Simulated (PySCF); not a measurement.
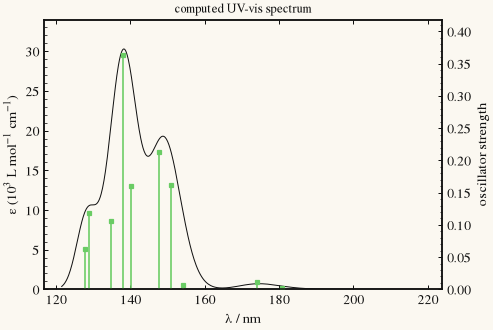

Computed absorption of C₂H₇AlF₂O, SMILES FC[O+]([AlH3-])CF, singlet. Vertical TDDFT excitations, LC-wPBE/def2-SVPD with PySCF 2.14.0, at a PBE0-D3(BJ)/def2-SVP geometry (no frequency check), gas phase. The lowest 10 singlet states are shown; each is broadened by a Gaussian of 1/e half-width 0.30 eV. Sticks give oscillator strengths (right axis).

Question: Does any vertical transition fall in the visible?

Answer: No singlet lies below 3.1 eV (beyond 400 nm), so at this level no vertical transition falls in the visible.

Question: Which of the computed transitions is the brightest, and what character does the calculation give it?

Answer: S7 at 8.99 eV (138 nm), f = 0.363, mixed, the largest part being HOMO → LUMO+5 (24 %).

Caveats: one conformer of a flexible molecule; core orbitals are frozen in the response.
